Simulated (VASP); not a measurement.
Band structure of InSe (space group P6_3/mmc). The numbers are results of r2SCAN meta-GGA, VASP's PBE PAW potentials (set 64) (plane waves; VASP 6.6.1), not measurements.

Unless said otherwise, spin-orbit coupling is left out, though it shifts the bands of the heavy elements here.

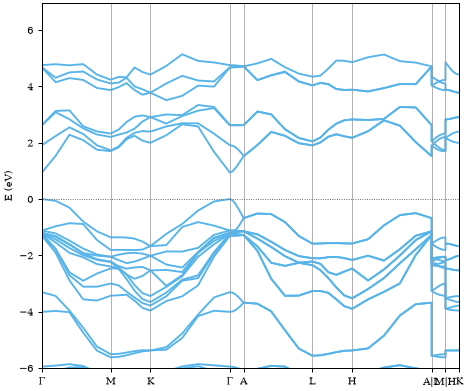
*Bands along high-symmetry lines, zero at the valence-band maximum or, without a gap, the Fermi level*

Q: Read the plot: is there a gap, and where are the band edges?

A: The gap is direct, 0.94 eV, from the valence maximum at Γ to the conduction minimum at Γ.

Measured: gap 1.17 eV (computed value off by -0.23 eV), as given by Sangtae Kim et al., Scientific Data (2020), doi:10.1038/s41597-020-00723-8.

The structure comes from a computed database's InSe entry (P6_3/mmc), a phase known from measurement. It was relaxed first.
